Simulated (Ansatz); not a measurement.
## Molecular dynamics, with input and output: BNH4SCl2 (part 3 of 4)

BNH4SCl2; RKS PBE0-D4/def2-SVP (Ansatz 0.2.0). It belongs to a series of runs on one base structure; here: dynamics from the highest image of the converged band.

Geometry of the input (Å):
```
B  -0.1061  0.2541  0.2434
N  -0.0845  0.0701  1.7530
H  -0.8440  -0.5019  2.1167
H  0.8050  -0.2623  2.1203
Cl 1.5223  0.1296  -0.5204
Cl -1.4818  -0.5592  -0.5974
S  -0.5249  2.3766  0.3819
H  -1.8697  2.2503  0.4317
H  -0.3295  1.5529  1.6326
```

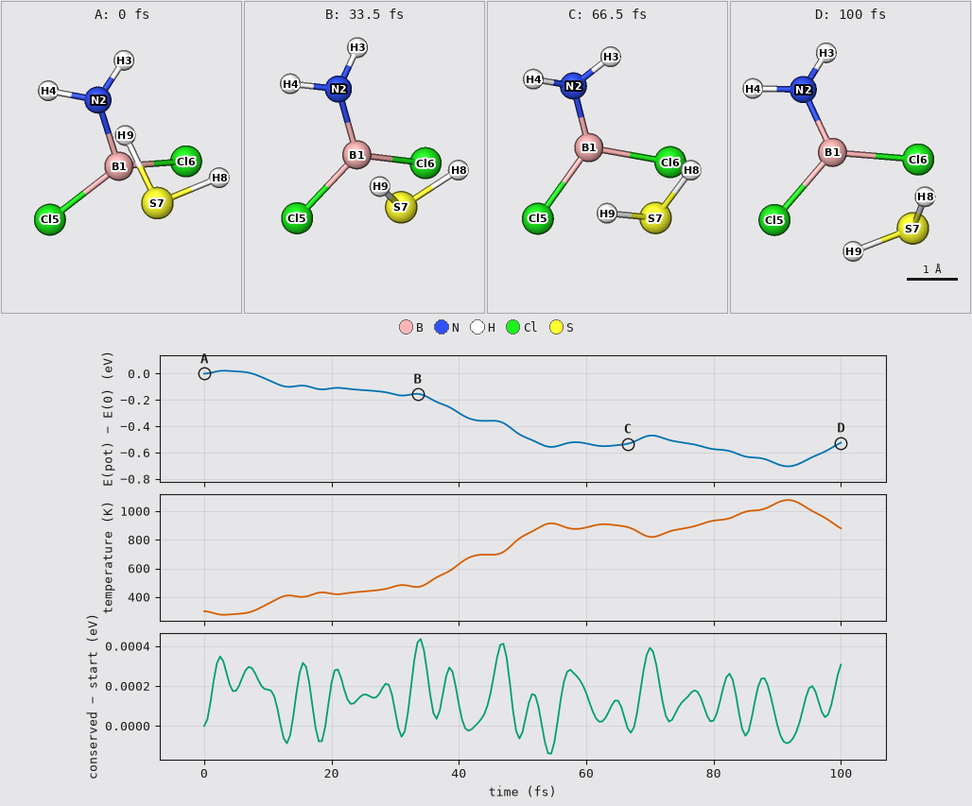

**Figure 1.** Frames of the molecular dynamics (ball-and-stick, seen at a tilt) above the curves, on which the letters mark them. The trajectory kept here has 201 frames over 100 fs. The temperature starts at 300 K, ranges from 276 to 1078 K and averages 926 K over the second half. The potential energy ends 0.525 eV below its first value. The conserved quantity stays within 0.00057 eV. After an unweighted best fit of the last frame on the first, the root-mean-square displacement is 1.21 Å, and H9 has moved furthest (2.35 Å).

```
Total energy: -38088.26528893 eV, -1399.7179322146 hartree
Atom 0 at     0.052256    -0.431242     0.404646 Å, force    -0.099415    -0.701520    -0.434121 eV/Å
Atom 1 at     0.180059    -1.088753     1.630024 Å, force     0.394132     0.464085    -0.612354 eV/Å
Atom 2 at    -0.533027    -1.755860     1.882219 Å, force     0.026231    -0.046540     0.531484 eV/Å
Atom 3 at     1.132964    -1.174647     1.996742 Å, force    -0.722341    -0.263554     0.118079 eV/Å
Atom 4 at     1.620794     0.105899    -0.312748 Å, force    -0.928065     0.274172    -0.061065 eV/Å
Atom 5 at    -1.553597    -0.513931    -0.456282 Å, force     1.291840     0.281954     0.427356 eV/Å
Atom 6 at    -0.792203     3.050026     0.032809 Å, force     0.829384    -0.145415    -0.296786 eV/Å
Atom 7 at    -1.171831     3.827411     1.041755 Å, force    -0.211544     0.339982     0.448396 eV/Å
Atom 8 at     0.520660     3.418537     0.199228 Å, force    -0.580223    -0.203164    -0.120989 eV/Å
Dipole moment:     0.177962    -0.090541     0.625022 e Å
```

Trajectory as extended XYZ (Å, eV, eV/Å), 49 of the 201 frames kept, from step=0 to step=200
```
9
Properties=species:S:1:pos:R:3:forces:R:3 step=0 time_fs=0.0 energy=-38087.74070 temperature=300.0
B    -0.1061    0.2541    0.2434    0.0067  -0.0076  -0.0066
N    -0.0845    0.0701    1.7530   -0.0046   0.0167   0.0063
H    -0.8440   -0.5019    2.1167    0.0016  -0.0065  -0.0004
H     0.8050   -0.2623    2.1203    0.0002  -0.0056   0.0006
Cl    1.5223    0.1296   -0.5204   -0.0018  -0.0013  -0.0010
Cl   -1.4818   -0.5592   -0.5974    0.0023   0.0062   0.0015
S    -0.5249    2.3766    0.3819   -0.0033  -0.0041   0.0013
H    -1.8697    2.2503    0.4317   -0.0024   0.0019   0.0004
H    -0.3295    1.5529    1.6326    0.0012   0.0004  -0.0021
9
Properties=species:S:1:pos:R:3:forces:R:3 step=4 time_fs=2.0 energy=-38087.72356 temperature=281.4
B    -0.1032    0.2570    0.2461   -0.0951  -0.2363   0.4378
N    -0.0890    0.0699    1.7549    0.7314   0.1051   0.0047
H    -0.8048   -0.5228    2.1325   -0.6862  -0.3358   0.0877
H     0.7941   -0.2581    2.1507    0.0044   0.1486  -0.2526
Cl    1.5121    0.1293   -0.5215    0.2069   0.0302  -0.0961
Cl   -1.4740   -0.5581   -0.5995   -0.0747   0.0256  -0.0318
S    -0.5229    2.3728    0.3811    0.4815   0.1852   0.0658
H    -1.8474    2.2429    0.4585   -0.5212  -0.0396   0.0073
H    -0.3293    1.6437    1.6474   -0.0469   0.1169  -0.2228
9
Properties=species:S:1:pos:R:3:forces:R:3 step=8 time_fs=4.0 energy=-38087.72021 temperature=277.6
B    -0.1006    0.2590    0.2502   -0.2011  -0.4533   0.8269
N    -0.0918    0.0698    1.7568    0.3201  -0.3915   0.2756
H    -0.7887   -0.5541    2.1501   -0.4116   0.0215  -0.2486
H     0.7840   -0.2486    2.1720    0.1752   0.1920  -0.3480
Cl    1.5021    0.1290   -0.5228    0.4130   0.0623  -0.1872
Cl   -1.4663   -0.5570   -0.6017   -0.1516   0.0449  -0.0632
S    -0.5204    2.3692    0.3803    0.3895   0.3832  -0.0038
H    -1.8433    2.2341    0.4856   -0.5044  -0.0272  -0.0176
H    -0.3306    1.7388    1.6542   -0.0290   0.1682  -0.2341
9
Properties=species:S:1:pos:R:3:forces:R:3 step=12 time_fs=6.0 energy=-38087.72657 temperature=284.7
B    -0.0988    0.2595    0.2574   -0.2865  -0.6254   1.1297
N    -0.0937    0.0686    1.7596   -0.3572  -0.9384   0.4326
H    -0.7876   -0.5843    2.1582    0.1207   0.5102  -0.5909
H     0.7806   -0.2320    2.1804    0.3415   0.1403  -0.2985
Cl    1.4926    0.1287   -0.5242    0.5931   0.0942  -0.2589
Cl   -1.4587   -0.5558   -0.6039   -0.2256   0.0637  -0.0838
S    -0.5174    2.3661    0.3794   -0.2537   0.5873  -0.2730
H    -1.8570    2.2245    0.5118    0.0178   0.0400  -0.0966
H    -0.3329    1.8400    1.6530    0.0499   0.1281   0.0393
9
Properties=species:S:1:pos:R:3:forces:R:3 step=17 time_fs=8.5 energy=-38087.75633 temperature=317.5
B    -0.0979    0.2569    0.2719   -0.3270  -0.6930   1.3015
N    -0.0973    0.0637    1.7644   -0.0509  -0.7434   0.0453
H    -0.7819   -0.5975    2.1389   -0.0101   0.2261  -0.3405
H     0.7933   -0.2040    2.1751    0.1748   0.0781  -0.2230
Cl    1.4817    0.1286   -0.5264    0.7448   0.1255  -0.2964
Cl   -1.4496   -0.5542   -0.6068   -0.3084   0.0825  -0.0786
S    -0.5142    2.3632    0.3779   -0.9162   0.7726  -0.7174
H    -1.8712    2.2149    0.5389    0.5230   0.1076  -0.1907
H    -0.3324    1.9730    1.6560    0.1699   0.0440   0.4998
9
Properties=species:S:1:pos:R:3:forces:R:3 step=21 time_fs=10.5 energy=-38087.79813 temperature=363.7
B    -0.0985    0.2521    0.2887   -0.2921  -0.6220   1.1833
N    -0.1003    0.0575    1.7685    0.7044  -0.1472  -0.4122
H    -0.7778   -0.5980    2.1085   -0.4603  -0.4311   0.1566
H     0.8113   -0.1781    2.1611   -0.1321  -0.0022  -0.1359
Cl    1.4738    0.1286   -0.5285    0.7923   0.1407  -0.2744
Cl   -1.4427   -0.5529   -0.6093   -0.3624   0.0968  -0.0456
S    -0.5128    2.3619    0.3758   -0.8369   0.7791  -0.6462
H    -1.8627    2.2116    0.5528    0.4073   0.0982  -0.1893
H    -0.3254    2.0818    1.6771    0.1798   0.0879   0.3637
9
Properties=species:S:1:pos:R:3:forces:R:3 step=25 time_fs=12.5 energy=-38087.83644 temperature=405.7
B    -0.1001    0.2451    0.3097   -0.2051  -0.5059   0.8020
N    -0.1016    0.0507    1.7716    0.5140  -0.1770  -0.4334
H    -0.7889   -0.6128    2.0828   -0.1839  -0.3988   0.2923
H     0.8249   -0.1526    2.1424   -0.2174  -0.1633   0.0699
Cl    1.4668    0.1288   -0.5310    0.7781   0.1524  -0.2103
Cl   -1.4362   -0.5514   -0.6117   -0.4046   0.1181   0.0074
S    -0.5124    2.3615    0.3729   -0.2592   0.7855  -0.1507
H    -1.8399    2.2118    0.5598   -0.1109   0.0381  -0.1044
H    -0.3117    2.1940    1.7105    0.0890   0.1509  -0.2728
9
Properties=species:S:1:pos:R:3:forces:R:3 step=29 time_fs=14.5 energy=-38087.83485 temperature=404.2
B    -0.1024    0.2362    0.3334   -0.0847  -0.3940   0.1946
N    -0.1016    0.0433    1.7736   -0.3838  -0.7519  -0.0674
H    -0.8055   -0.6411    2.0675    0.5672   0.1775   0.1620
H     0.8310   -0.1333    2.1264   -0.0661  -0.3170   0.3152
Cl    1.4606    0.1291   -0.5336    0.7172   0.1656  -0.1134
Cl   -1.4301   -0.5498   -0.6142   -0.4353   0.1487   0.0750
S    -0.5122    2.3621    0.3698    0.2896   0.8844   0.2430
H    -1.8212    2.2134    0.5629   -0.5843  -0.0160   0.0051
H    -0.2948    2.3117    1.7338   -0.0199   0.1028  -0.8142
9
Properties=species:S:1:pos:R:3:forces:R:3 step=33 time_fs=16.5 energy=-38087.83947 temperature=409.4
B    -0.1051    0.2260    0.3579    0.0578  -0.2844  -0.5486
N    -0.1025    0.0339    1.7754   -0.5401  -0.9699   0.3713
H    -0.8024   -0.6641    2.0590    0.6932   0.2907   0.2014
H     0.8342   -0.1257    2.1221   -0.0422  -0.3377   0.4080
Cl    1.4552    0.1297   -0.5364    0.6300   0.1792   0.0040
Cl   -1.4245   -0.5481   -0.6166   -0.4545   0.1827   0.1548
S    -0.5118    2.3638    0.3670    0.2011   0.9638   0.2023
H    -1.8231    2.2148    0.5659   -0.4784   0.0030   0.0462
H    -0.2784    2.4330    1.7276   -0.0668  -0.0274  -0.8393
9
Properties=species:S:1:pos:R:3:forces:R:3 step=38 time_fs=19.0 energy=-38087.85911 temperature=430.9
B    -0.1080    0.2118    0.3853    0.2463  -0.1604  -1.4247
N    -0.1053    0.0186    1.7792    0.4529  -0.5321   0.8607
H    -0.7671   -0.6821    2.0610   -0.1347  -0.3939   0.4949
H     0.8342   -0.1334    2.1374   -0.2383  -0.1807   0.2755
Cl    1.4494    0.1306   -0.5398    0.5189   0.1918   0.1536
Cl   -1.4183   -0.5456   -0.6193   -0.4700   0.2218   0.2573
S    -0.5111    2.3675    0.3638   -0.5982   0.8760  -0.4616
H    -1.8468    2.2171    0.5718    0.2291   0.1020   0.0125
H    -0.2609    2.5829    1.6787   -0.0061  -0.1246  -0.1681
9
Properties=species:S:1:pos:R:3:forces:R:3 step=42 time_fs=21.0 energy=-38087.84832 temperature=419.3
B    -0.1094    0.1998    0.4018    0.3724  -0.1310  -1.8216
N    -0.1064    0.0046    1.7848    0.6122  -0.5866   1.2776
H    -0.7404   -0.7096    2.0822   -0.4018  -0.4691   0.4404
H     0.8254   -0.1478    2.1621   -0.1505  -0.0280   0.1644
Cl    1.4454    0.1316   -0.5424    0.4530   0.1968   0.2523
Cl   -1.4138   -0.5434   -0.6212   -0.4881   0.2476   0.3198
S    -0.5112    2.3716    0.3606   -1.0178   0.7151  -1.0253
H    -1.8589    2.2230    0.5772    0.5598   0.1564   0.0120
H    -0.2475    2.6980    1.6301    0.0609  -0.1011   0.3804
9
Properties=species:S:1:pos:R:3:forces:R:3 step=46 time_fs=23.0 energy=-38087.85837 temperature=430.2
B    -0.1095    0.1873    0.4120    0.4654  -0.1935  -1.7609
N    -0.1061   -0.0113    1.7939   -0.1079  -1.2926   1.6258
H    -0.7269   -0.7524    2.1189    0.0154   0.2467  -0.0152
H     0.8115   -0.1635    2.1933    0.1412   0.0889   0.1134
Cl    1.4419    0.1328   -0.5447    0.4196   0.1975   0.3192
Cl   -1.4099   -0.5408   -0.6227   -0.5195   0.2645   0.3523
S    -0.5125    2.3766    0.3562   -0.8208   0.7034  -1.0430
H    -1.8511    2.2347    0.5834    0.3844   0.1513   0.0766
H    -0.2320    2.8089    1.5941    0.0223  -0.1661   0.3317
9
Properties=species:S:1:pos:R:3:forces:R:3 step=50 time_fs=25.0 energy=-38087.86512 temperature=437.7
B    -0.1080    0.1740    0.4160    0.5326  -0.3148  -1.2238
N    -0.1060   -0.0305    1.8074   -0.3733  -1.5595   1.4419
H    -0.7137   -0.7870    2.1554    0.1629   0.6139  -0.3238
H     0.8024   -0.1757    2.2286    0.2426   0.1925   0.0082
Cl    1.4389    0.1342   -0.5467    0.4183   0.1947   0.3558
Cl   -1.4065   -0.5380   -0.6239   -0.5622   0.2666   0.3582
S    -0.5148    2.3825    0.3506   -0.1536   0.9042  -0.6631
H    -1.8298    2.2521    0.5926   -0.1659   0.1009   0.1901
H    -0.2159    2.9129    1.5695   -0.1014  -0.3984  -0.1436
9
Properties=species:S:1:pos:R:3:forces:R:3 step=54 time_fs=27.0 energy=-38087.87320 temperature=446.6
B    -0.1045    0.1597    0.4158    0.5598  -0.4541  -0.3869
N    -0.1067   -0.0539    1.8248    0.2306  -0.9348   0.6091
H    -0.6962   -0.8007    2.1810   -0.2732   0.1518  -0.1938
H     0.8016   -0.1806    2.2640    0.0620   0.2662  -0.1667
Cl    1.4363    0.1358   -0.5483    0.4440   0.1898   0.3710
Cl   -1.4038   -0.5349   -0.6247   -0.6071   0.2520   0.3483
S    -0.5172    2.3895    0.3442    0.3257   1.0737  -0.3859
H    -1.8144    2.2733    0.6090   -0.5683   0.0587   0.2653
H    -0.2036    3.0017    1.5399   -0.1736  -0.6032  -0.4603
9
Properties=species:S:1:pos:R:3:forces:R:3 step=58 time_fs=29.0 energy=-38087.88700 temperature=461.9
B    -0.0991    0.1437    0.4141    0.5187  -0.5944   0.4708
N    -0.1068   -0.0798    1.8437    0.8277  -0.0763  -0.4904
H    -0.6892   -0.8091    2.1997   -0.7062  -0.4420   0.0738
H     0.8033   -0.1757    2.2934   -0.0875   0.2328  -0.2326
Cl    1.4342    0.1377   -0.5494    0.4902   0.1843   0.3749
Cl   -1.4017   -0.5316   -0.6250   -0.6398   0.2267   0.3365
S    -0.5194    2.3977    0.3373    0.0496   0.9898  -0.3862
H    -1.8187    2.2970    0.6350   -0.3422   0.0602   0.1925
H    -0.1975    3.0681    1.4941   -0.1105  -0.5811  -0.3393
9
Properties=species:S:1:pos:R:3:forces:R:3 step=63 time_fs=31.5 energy=-38087.90628 temperature=483.0
B    -0.0898    0.1207    0.4147    0.3772  -0.7543   1.2443
N    -0.1041   -0.1127    1.8653    0.1971  -0.1629  -1.3349
H    -0.7136   -0.8384    2.2249   -0.1190   0.0651  -0.1260
H     0.8019   -0.1581    2.3189    0.0131   0.0531  -0.0463
Cl    1.4324    0.1402   -0.5503    0.5568   0.1762   0.3806
Cl   -1.4000   -0.5270   -0.6250   -0.6436   0.1940   0.3432
S    -0.5221    2.4096    0.3280   -0.8784   0.5567  -0.7077
H    -1.8385    2.3299    0.6767    0.3647   0.0683  -0.0401
H    -0.1945    3.1221    1.4220    0.1320  -0.1962   0.2868
9
Properties=species:S:1:pos:R:3:forces:R:3 step=67 time_fs=33.5 energy=-38087.89393 temperature=469.8
B    -0.0807    0.0993    0.4198    0.2327  -0.8398   1.5224
N    -0.1011   -0.1395    1.8787   -0.3560  -0.3977  -1.7156
H    -0.7405   -0.8613    2.2406    0.4695   0.5677  -0.3029
H     0.8007   -0.1411    2.3367    0.0325  -0.0859   0.1044
Cl    1.4316    0.1425   -0.5506    0.5913   0.1650   0.4048
Cl   -1.3995   -0.5231   -0.6246   -0.6079   0.1730   0.3816
S    -0.5254    2.4199    0.3196   -1.2504   0.2814  -0.8795
H    -1.8418    2.3590    0.7093    0.5893   0.0397  -0.1603
H    -0.1873    3.1556    1.3743    0.2990   0.0966   0.6450
9
Properties=species:S:1:pos:R:3:forces:R:3 step=71 time_fs=35.5 energy=-38087.92965 temperature=509.0
B    -0.0709    0.0749    0.4303    0.0979  -0.8635   1.4717
N    -0.0989   -0.1672    1.8873    0.0749   0.0168  -2.0614
H    -0.7518   -0.8649    2.2460    0.3122   0.3022  -0.0882
H     0.7999   -0.1272    2.3578   -0.1957  -0.1730   0.0853
Cl    1.4314    0.1449   -0.5504    0.5884   0.1459   0.4615
Cl   -1.3996   -0.5191   -0.6237   -0.5370   0.1565   0.4542
S    -0.5301    2.4306    0.3103   -0.9211   0.4073  -0.6267
H    -1.8241    2.3896    0.7361    0.3084  -0.0083  -0.1227
H    -0.1693    3.1915    1.3494    0.2722   0.0161   0.4263
9
Properties=species:S:1:pos:R:3:forces:R:3 step=75 time_fs=37.5 energy=-38087.97469 temperature=558.8
B    -0.0607    0.0475    0.4459   -0.0068  -0.8225   1.0686
N    -0.0964   -0.1948    1.8903    0.8802   0.6713  -2.2643
H    -0.7527   -0.8582    2.2487   -0.3191  -0.3246   0.3065
H     0.7918   -0.1197    2.3822   -0.3410  -0.2029   0.0280
Cl    1.4319    0.1476   -0.5497    0.5419   0.1179   0.5541
Cl   -1.4004   -0.5148   -0.6223   -0.4362   0.1408   0.5572
S    -0.5358    2.4419    0.3001   -0.1520   0.7712  -0.1902
H    -1.7955    2.4199    0.7588   -0.2659  -0.0454   0.0475
H    -0.1413    3.2272    1.3399    0.0989  -0.3057  -0.1074
9
Properties=species:S:1:pos:R:3:forces:R:3 step=79 time_fs=39.5 energy=-38088.02301 temperature=612.2
B    -0.0505    0.0171    0.4653   -0.0730  -0.7203   0.2965
N    -0.0917   -0.2207    1.8872    0.6914   0.4504  -1.8065
H    -0.7638   -0.8615    2.2617   -0.3200  -0.2138   0.2600
H     0.7718   -0.1198    2.4079   -0.1424  -0.1542   0.0807
Cl    1.4329    0.1503   -0.5484    0.4612   0.0822   0.6719
Cl   -1.4016   -0.5104   -0.6204   -0.3175   0.1184   0.6782
S    -0.5418    2.4540    0.2898    0.3239   0.9841   0.0946
H    -1.7763    2.4485    0.7830   -0.5811  -0.0516   0.1648
H    -0.1094    3.2517    1.3269   -0.0426  -0.4952  -0.4402
9
Properties=species:S:1:pos:R:3:forces:R:3 step=83 time_fs=41.5 energy=-38088.07837 temperature=673.2
B    -0.0406   -0.0158    0.4856   -0.0987  -0.5505  -0.7894
N    -0.0852   -0.2456    1.8793   -0.1524  -0.4034  -0.6004
H    -0.7852   -0.8711    2.2832    0.2574   0.4318  -0.1948
H     0.7466   -0.1257    2.4367    0.1095  -0.0625   0.1095
Cl    1.4345    0.1531   -0.5463    0.3645   0.0392   0.7967
Cl   -1.4031   -0.5059   -0.6176   -0.1976   0.0806   0.7965
S    -0.5474    2.4673    0.2795    0.0354   0.8814   0.1882
H    -1.7773    2.4753    0.8129   -0.2800  -0.0369   0.0520
H    -0.0787    3.2582    1.2983   -0.0380  -0.3796  -0.3583
9
Properties=species:S:1:pos:R:3:forces:R:3 step=88 time_fs=44.0 energy=-38088.09938 temperature=696.5
B    -0.0286   -0.0596    0.5065   -0.0756  -0.2593  -2.2328
N    -0.0776   -0.2782    1.8676   -0.0843  -0.6942   0.9779
H    -0.7995   -0.8613    2.2997    0.2087   0.4782  -0.3514
H     0.7196   -0.1363    2.4768    0.0360  -0.0022  -0.1778
Cl    1.4370    0.1567   -0.5425    0.2515  -0.0271   0.9305
Cl   -1.4053   -0.5002   -0.6130   -0.0747   0.0061   0.9038
S    -0.5546    2.4853    0.2669   -0.8019   0.4282  -0.0027
H    -1.7903    2.5068    0.8515    0.3709  -0.0104  -0.2196
H    -0.0411    3.2484    1.2464    0.1695   0.0806   0.1721
9
Properties=species:S:1:pos:R:3:forces:R:3 step=92 time_fs=46.0 energy=-38088.10036 temperature=697.9
B    -0.0194   -0.0957    0.5148   -0.0381  -0.0342  -2.9622
N    -0.0716   -0.3063    1.8607    0.6319  -0.2802   1.4261
H    -0.8033   -0.8340    2.2992   -0.5325  -0.0522   0.0000
H     0.7001   -0.1450    2.5023    0.0088   0.0115  -0.3780
Cl    1.4393    0.1595   -0.5384    0.1923  -0.0897   0.9895
Cl   -1.4072   -0.4955   -0.6082   -0.0185  -0.0699   0.9306
S    -0.5613    2.5003    0.2569   -1.0450   0.1769  -0.1873
H    -1.7876    2.5316    0.8742    0.5206   0.0181  -0.2681
H    -0.0045    3.2421    1.2101    0.2804   0.3196   0.4495
9
Properties=species:S:1:pos:R:3:forces:R:3 step=96 time_fs=48.0 energy=-38088.14771 temperature=750.1
B    -0.0103   -0.1320    0.5127   -0.0255   0.1105  -2.9472
N    -0.0641   -0.3352    1.8576    0.5411  -0.2002   1.1935
H    -0.8256   -0.8072    2.2980   -0.7092  -0.1648   0.1041
H     0.6819   -0.1533    2.5144    0.2507   0.0410  -0.2468
Cl    1.4418    0.1623   -0.5332    0.1813  -0.1538   0.9809
Cl   -1.4091   -0.4910   -0.6024   -0.0121  -0.1536   0.8879
S    -0.5692    2.5156    0.2466   -0.5452   0.3007  -0.1270
H    -1.7664    2.5570    0.8874    0.2151   0.0559  -0.0785
H     0.0418    3.2469    1.1894    0.1039   0.1644   0.2332
```
